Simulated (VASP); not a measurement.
Band structure of TiSe$_{2}$ (1T layered). Level of theory: revPBE GGA, VASP's PBE PAW potentials (set 64) (plane waves; VASP).

Without a dispersion term in the relaxation, distances and binding between the weakly bound layers, chains or molecules are unreliable, and so is what depends on them.

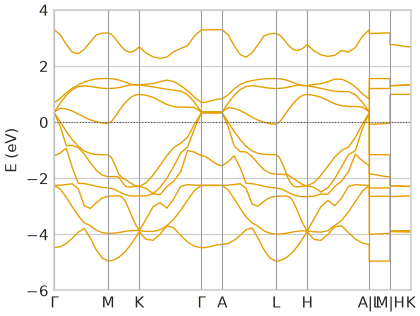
Figure: Bands along high-symmetry lines, zero at the valence-band maximum or, without a gap, the Fermi level

Read the plot: is there a gap, and where are the band edges?

It has no gap at this level: it comes out as a metal or semimetal. (Edges off the drawn lines would not show.)

The compound is TiSe2 in the 1T layered structure. It was relaxed first, which changed the volume by +36 %.
